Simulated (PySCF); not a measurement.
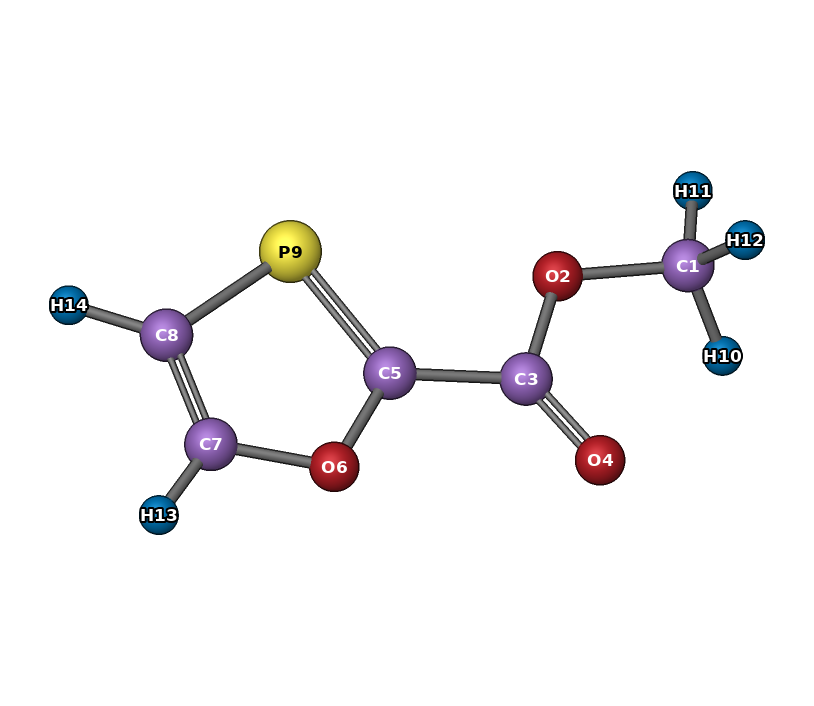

The questions are on isotropic NMR shieldings of the H atoms. The geometry was computed by an optimisation with GFN2-xTB. No frequency run is at hand to confirm it as a minimum. Properties computed with GIAO PBE0/pcSseg-1 NMR shielding, non-relativistic, gas phase (PySCF 2.14.0).

List the isotropic NMR shieldings of the H atoms.

```
atom  σ (ppm)
 H10    27.23
 H11    27.85
 H12    27.85
 H13    23.39
 H14    24.15
```

The geometry is semi-empirical. Around P such bond lengths and angles can be off by a tenth of an ångström or more and by several degrees, and values that hang on the shape move with them.
